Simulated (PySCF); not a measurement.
# C6H5F3: a tour of settings, part 2 of 2

PySCF 2.14.0. Atoms count from 0.

## 5. Indirect couplings: KT3/6-31++G** in chloroform

What the job is given:

```
{"job": {"kind": "j", "xc": "KT3", "basis": "6-31++G**", "solvent": "chloroform", "scf": {"conv": 1e-11}}, "charge": 0, "multiplicity": 1}
F      3.674748     0.827310    -0.532660
C      2.811992    -0.166066    -0.808778
F      3.328024    -1.283325    -0.264645
F      2.845501    -0.343112    -2.142222
C      1.476035     0.117311    -0.323287
C      0.373937     0.369435     0.085169
C     -0.935691     0.642737     0.557852
C     -2.116547     0.146653    -0.240998
C     -1.782784    -0.501592     1.058875
H     -1.022872     1.599569     1.057341
H     -2.981391     0.789448    -0.297011
H     -1.909917    -0.396805    -1.149853
H     -2.414217    -0.313512     1.913237
H     -1.347497    -1.488524     1.039926
```

With the program's defaults for keys left out, this is: KT3/6-31++G** indirect spin-spin coupling, non-relativistic, IEF-PCM chloroform.

Log:

```text
final grid: 128920 points
cycle   1  E = -538.2182613816  dE =  1.476e+00  |g| = 1.030e+00  |ddm| = 4.715e+02
cycle   2  E = -537.7942197576  dE =  4.240e-01  |g| = 1.880e+00  |ddm| = 9.122e+00
cycle   3  E = -538.3964791173  dE = -6.023e-01  |g| = 2.919e-01  |ddm| = 6.014e+00
cycle   4  E = -538.4137456277  dE = -1.727e-02  |g| = 1.431e-01  |ddm| = 1.172e+00
cycle   5  E = -538.4189343428  dE = -5.189e-03  |g| = 3.541e-02  |ddm| = 4.025e-01
cycle   6  E = -538.4192691692  dE = -3.348e-04  |g| = 6.148e-03  |ddm| = 2.410e-01
cycle   7  E = -538.4192777339  dE = -8.565e-06  |g| = 1.389e-03  |ddm| = 3.603e-02
cycle   8  E = -538.4192781289  dE = -3.951e-07  |g| = 1.884e-04  |ddm| = 9.827e-03
cycle   9  E = -538.4192781345  dE = -5.567e-09  |g| = 1.100e-04  |ddm| = 1.170e-03
cycle  10  E = -538.4192781368  dE = -2.306e-09  |g| = 3.223e-05  |ddm| = 4.037e-04
cycle  11  E = -538.4192781370  dE = -1.751e-10  |g| = 1.107e-05  |ddm| = 1.318e-04
cycle  12  E = -538.4192781370  dE = -2.422e-11  |g| = 3.193e-06  |ddm| = 4.227e-05
cycle  13  E = -538.4192781370  dE =  2.728e-12  |g| = 1.940e-06  |ddm| = 2.306e-05
converged SCF energy = -538.4192781370

Indirect spin-spin couplings (Hz)
  i      j    bonds     total        FC       PSO       DSO        SD
  0 F    1 C    1   -249.398  -228.950   -27.377     1.495     5.434
  0 F    2 F    2     95.895    82.649   -33.239    -0.207    46.691
  0 F    3 F    2     95.722    82.486   -33.230    -0.208    46.674
  0 F    4 C    2     35.369    35.452    -1.501     0.122     1.295
  0 F    5 C    3      8.006    10.537    -0.485    -0.207    -1.840
  0 F    6 C    4     -2.558    -2.581     0.067    -0.113     0.070
  0 F    7 C    5      0.883     0.968    -0.064    -0.140     0.118
  0 F    8 C    5      0.874     0.960    -0.064    -0.140     0.117
  0 F    9 H    5      8.523     8.767     0.012    -0.273     0.016
  0 F   10 H    6     -0.452    -0.219     0.338    -0.602     0.031
  0 F   11 H    6     -0.388    -0.217     0.285    -0.469     0.013
  0 F   12 H    6     -0.452    -0.219     0.338    -0.601     0.030
  0 F   13 H    6     -0.387    -0.216     0.285    -0.468     0.013
  1 C    2 F    1   -250.143  -229.731   -27.340     1.494     5.434
  1 C    3 F    1   -250.135  -229.703   -27.353     1.494     5.427
  1 C    9 H    4     -1.616    -1.622     0.103    -0.096         -
  1 C   11 H    5      0.211     0.179    -0.024     0.056         -
  1 C   13 H    5      0.211     0.180    -0.024     0.056         -
  2 F    3 F    2     92.673    86.286   -39.367    -0.197    45.951
  2 F    4 C    2     36.904    36.637    -1.281     0.122     1.426
  2 F    5 C    3      8.273    10.423    -0.240    -0.213    -1.698
  2 F    6 C    4     -1.810    -1.684     0.015    -0.124    -0.016
  2 F    7 C    5      0.623     0.737     0.093    -0.111    -0.096
  2 F    8 C    5      3.292     3.395     0.030    -0.044    -0.088
  2 F    9 H    5      1.597     1.796     0.423    -0.701     0.079
  2 F   10 H    6      0.352     0.510     0.479    -0.689     0.052
  2 F   11 H    6     -0.160    -0.012     0.030    -0.181     0.003
  2 F   12 H    6      0.518     0.818     0.173    -0.468    -0.006
  2 F   13 H    6     -0.805    -0.737    -0.283     0.278    -0.064
  3 F    4 C    2     36.823    36.557    -1.284     0.122     1.427
  3 F    5 C    3      8.249    10.412    -0.252    -0.212    -1.699
  3 F    6 C    4     -1.816    -1.689     0.014    -0.124    -0.016
  3 F    7 C    5      3.297     3.398     0.030    -0.044    -0.087
  3 F    8 C    5      0.632     0.747     0.093    -0.111    -0.097
  3 F    9 H    5      1.583     1.783     0.422    -0.700     0.078
  3 F   10 H    6      0.519     0.820     0.172    -0.467    -0.007
  3 F   11 H    6     -0.806    -0.738    -0.282     0.278    -0.064
  3 F   12 H    6      0.358     0.515     0.479    -0.689     0.053
  3 F   13 H    6     -0.163    -0.014     0.031    -0.183     0.003
  4 C    9 H    3      6.173     6.104     0.391    -0.322         -
  4 C   10 H    4      0.820     0.744     0.366    -0.291         -
  4 C   11 H    4     -0.153    -0.157    -0.020     0.024         -
  4 C   12 H    4      0.819     0.743     0.366    -0.291         -
  4 C   13 H    4     -0.151    -0.154    -0.021     0.024         -
  5 C    9 H    2     -5.870    -5.565    -0.190    -0.115         -
  5 C   10 H    3      3.014     3.141     0.234    -0.361         -
  5 C   11 H    3      5.729     5.647    -0.091     0.173         -
  5 C   12 H    3      3.014     3.141     0.234    -0.361         -
  5 C   13 H    3      5.734     5.652    -0.091     0.173         -
  6 C    9 H    1    190.765   189.279     0.459     1.027         -
  6 C   10 H    2     -2.379    -2.449     0.330    -0.260         -
  6 C   11 H    2     -3.028    -3.086     0.316    -0.258         -
  6 C   12 H    2     -2.381    -2.450     0.331    -0.261         -
  6 C   13 H    2     -3.030    -3.088     0.316    -0.258         -
  7 C    9 H    2     -2.942    -3.017     0.395    -0.319         -
  7 C   10 H    1    180.198   178.979     0.450     0.769         -
  7 C   11 H    1    182.004   180.793     0.410     0.802         -
  7 C   12 H    2     -2.705    -2.623     0.302    -0.384         -
  7 C   13 H    2     -2.762    -2.662     0.254    -0.354         -
  8 C    9 H    2     -2.941    -3.017     0.394    -0.319         -
  8 C   10 H    2     -2.700    -2.618     0.302    -0.384         -
  8 C   11 H    2     -2.760    -2.660     0.253    -0.353         -
  8 C   12 H    1    180.148   178.929     0.450     0.769         -
  8 C   13 H    1    181.962   180.750     0.410     0.802         -
  9 H   10 H    3      9.400     9.376     0.322    -0.298         -
  9 H   11 H    3      4.868     5.669     1.948    -2.748         -
  9 H   12 H    3      9.404     9.380     0.324    -0.300         -
  9 H   13 H    3      4.876     5.676     1.948    -2.748         -
 10 H   11 H    2     -9.898    -9.160     2.334    -3.073         -
 10 H   12 H    3      9.596     9.692     0.448    -0.544         -
 10 H   13 H    3      6.737     7.643     1.954    -2.861         -
 11 H   12 H    3      6.726     7.632     1.954    -2.860         -
 11 H   13 H    3     10.727    10.756     0.305    -0.334         -
 12 H   13 H    2     -9.930    -9.192     2.334    -3.072         -
```

Run time: 30 s. Hardware: 1 thread of Arm Neoverse V1, shared host; peak memory 0.86 GiB.

This basis has no tight s functions, so the Fermi-contact terms are rough.

A choice of the couplings up to four bonds, sorted by the number of bonds, with means over like pairs; isotopes 13C, 19F, 1H:

```
   pair  bonds  J (Hz)  Fermi contact (Hz)  dihedral (°)
  F0–C1      1  -249.9              -229.5             –
  C6–H9      1   190.8               189.3             –
 C7–H11      1   182.0               180.8             –
 C7–H10      1   180.2               179.0             –
  F0–F2      2    94.8                83.8             –
  F0–C4      2    36.4                36.2             –
H10–H11      2    -9.9                -9.2             –
  C5–H9      2    -5.9                -5.6             –
 C6–H11      2    -3.0                -3.1             –
  C7–H9      2    -2.9                -3.0             –
 C7–H13      2    -2.8                -2.7             –
 C7–H12      2    -2.7                -2.6             –
 C6–H10      2    -2.4                -2.4             –
H11–H13      3    10.7                10.8             0
H10–H12      3     9.6                 9.7             0
 H9–H10      3     9.4                 9.4             2
  F0–C5      3     8.2                10.5             –
H10–H13      3     6.7                 7.6           146
  C4–H9      3     6.2                 6.1             –
 C5–H11      3     5.7                 5.6             0
 H9–H11      3     4.9                 5.7           144
 C5–H10      3     3.0                 3.1          -142
  F0–C6      4    -2.1                -2.0             –
  C1–H9      4    -1.6                -1.6             –
```

The spin-dipole term was solved for some atoms only; pairs without it lack that part.

The response was solved for the nuclei of F, H alone, so couplings that need other nuclei can be missing.

Joined with the shifts from before (PW91/6-31++G**, unscaled), the couplings predict the line list below for 400 MHz.

1H NMR δ 1.55 (m, 1H), 0.98 (m, 2H), 0.88 (m, 2H).

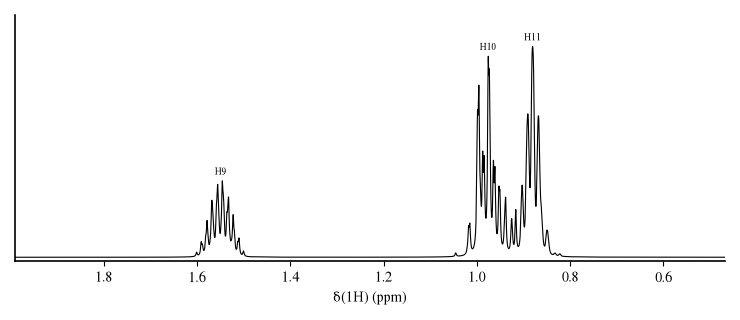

Simulated proton spectrum at 400 MHz, by exact diagonalisation of each spin system; lines 1.2 Hz wide, exchangeable protons uncoupled.

## 6. NMR shieldings: CAM-B3LYP/pcSseg-1

The job, as its differences from that of step 5:

```diff
@@ -1,2 +1,2 @@
-{"job": {"kind": "j", "xc": "KT3", "basis": "6-31++G**", "solvent": "chloroform", "scf": {"conv": 1e-11}}, "charge": 0, "multiplicity": 1}
+{"job": {"kind": "nmr", "xc": "CAM-B3LYP", "basis": "pcSseg-1", "pop": true, "grid": 3}, "charge": 0, "multiplicity": 1}
 F      3.674748     0.827310    -0.532660
```

Level: GIAO CAM-B3LYP/pcSseg-1 NMR shielding, non-relativistic, gas phase.

Log:

```text
coarse grid: 12880 points
cycle   1  E = -530.5865190793  dE =  1.844e+00  |g| = 9.957e-01  |ddm| = 3.826e+00
cycle   2  E = -530.5228190598  dE =  6.370e-02  |g| = 1.274e+00  |ddm| = 1.855e+00
cycle   3  E = -530.7611339388  dE = -2.383e-01  |g| = 1.069e-01  |ddm| = 9.409e-01
cycle   4  E = -530.7624390939  dE = -1.305e-03  |g| = 7.226e-02  |ddm| = 1.272e-01
cycle   5  E = -530.7635886060  dE = -1.150e-03  |g| = 1.806e-02  |ddm| = 5.868e-02
cycle   6  E = -530.7636564141  dE = -6.781e-05  |g| = 1.987e-03  |ddm| = 1.515e-02
cycle   7  E = -530.7636574628  dE = -1.049e-06  |g| = 3.754e-04  |ddm| = 3.360e-03
final grid: 176536 points
cycle   8  E = -530.8472531331  dE = -3.576e-05  |g| = 4.955e-03  |ddm| = 2.503e-02
cycle   9  E = -530.8472526836  dE =  4.495e-07  |g| = 5.550e-03  |ddm| = 8.835e-03
cycle  10  E = -530.8472576925  dE = -5.009e-06  |g| = 3.883e-04  |ddm| = 4.227e-03
cycle  11  E = -530.8472577093  dE = -1.686e-08  |g| = 2.756e-04  |ddm| = 4.835e-04
cycle  12  E = -530.8472577246  dE = -1.526e-08  |g| = 9.727e-05  |ddm| = 2.364e-04
cycle  13  E = -530.8472577267  dE = -2.105e-09  |g| = 1.633e-05  |ddm| = 8.301e-05
cycle  14  E = -530.8472577268  dE = -6.673e-11  |g| = 4.653e-06  |ddm| = 2.365e-05
converged SCF energy = -530.8472577268

GIAO shielding tensors (ppm)
atom      isotropic    diamagn.    paramagn.     s11        s22        s33       span
  0 F      234.022     472.519    -238.497    139.986    218.291    343.791    203.805
  1 C       58.802     247.058    -188.256     54.022     60.546     61.838      7.816
  2 F      234.380     474.287    -239.907    140.234    216.957    345.947    205.713
  3 F      234.347     474.279    -239.931    140.258    216.878    345.906    205.648
  4 C      115.714     257.219    -141.505     27.029     34.043    286.068    259.039
  5 C       81.996     257.949    -175.954    -10.522     -0.011    256.519    267.042
  6 C      185.520     254.663     -69.143    155.694    168.897    231.968     76.273
  7 C      173.633     252.009     -78.376    141.886    172.985    206.028     64.142
  8 C      173.634     251.984     -78.350    141.904    173.020    205.979     64.075
  9 H       30.472      30.164       0.308     22.770     28.068     40.579     17.809
 10 H       30.835      29.646       1.190     25.342     26.310     40.854     15.512
 11 H       30.936      31.333      -0.397     25.471     28.357     38.981     13.510
 12 H       30.837      29.647       1.190     25.346     26.310     40.856     15.510
 13 H       30.938      31.337      -0.398     25.472     28.360     38.983     13.511
```

Wall time 34 s (1 thread of Arm Neoverse V1, shared host); peak memory 0.88 GiB.

In short: δ C1 126.3, C5 103.1, C4 69.4, C7 11.5, H9 1.31, H10 0.94 ppm (means over like atoms).

## 7. Side by side: NMR shifts

Shifts (ppm) of some atoms, chosen among heavy atoms and hydrogens apart, means over like atoms, with basis size and wall time:

```
                run     C1     C5    C4    C6    H9   H11     F0  functions  time
     PW91/6-31++G**  122.5   88.7  61.6   3.8  1.55  0.88  -66.9        192  47 s
   WP04/aug-cc-pVDZ  121.5   83.5  55.9   4.8  1.54  1.00  -51.9        252  50 s
CAM-B3LYP/6-31++G**  120.1   91.7  62.5   0.6  1.37  0.89  -43.8        192  35 s
 CAM-B3LYP/pcSseg-1  126.3  103.1  69.4  -0.4  1.31  0.84  -51.0        178  34 s
```

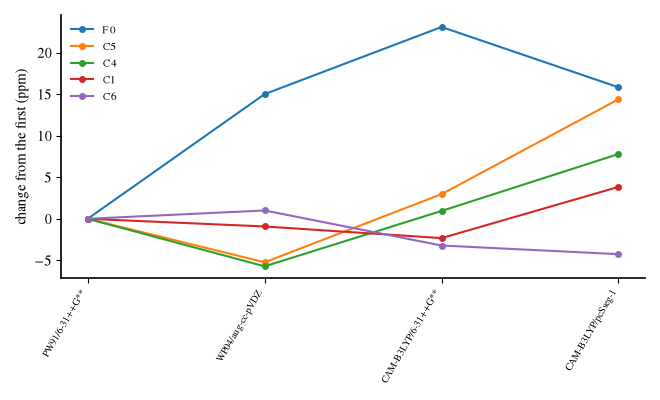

How five of the tabulated atoms move from run to run.

## 8. Summary of results

This closing draws on all 2 parts.

| quantity | value |
| --- | --- |
| 13C shifts against TMS (PW91/6-31++G**, means over atoms taken as alike) | 122.5, 88.7, 61.6, 13.3, 3.8 ppm |
| 1H shifts against TMS (PW91/6-31++G**, means over atoms taken as alike) | 1.55, 0.98, 0.88 ppm |
| 19F shifts against CFCl3 (PW91/6-31++G**, means over atoms taken as alike) | -66.9 ppm |
| surface potential, least and greatest | -0.66 V and 1.30 V |
| largest coupling of the table (KT3/6-31++G**) | 1J(F,C) F0–C1, -249.9 Hz |
| range of the shift of F0 | -66.9 to -43.8 ppm |

What this shows: Single values in the summary come from the first run of each kind that ended normally (PW91/6-31++G**; KT3/6-31++G**), which need not be the best level. At PW91/6-31++G**, counted by nearest atom on the grid, the HOMO lies on C4 37 %; C5 20 %, the LUMO on C4, C5 about 23 % each; H9 12 %. In the run at KT3/6-31++G**, the largest coupling of the table is F0–C1 (mean over like pairs), -249.9 Hz, of which the Fermi-contact term gives -229.5 Hz. Couplings across rotatable bonds belong to this one conformer; where others are populated, the observed values are averages. Density functionals describe couplings to fluorine poorly, F–F couplings above all, so those rows are rough. Across the 4 runs the shift of F0 (with its like atoms) moves most, between -66.9 (PW91/6-31++G**) and -43.8 ppm (CAM-B3LYP/6-31++G**). Couplings from bases without tight functions are rough.
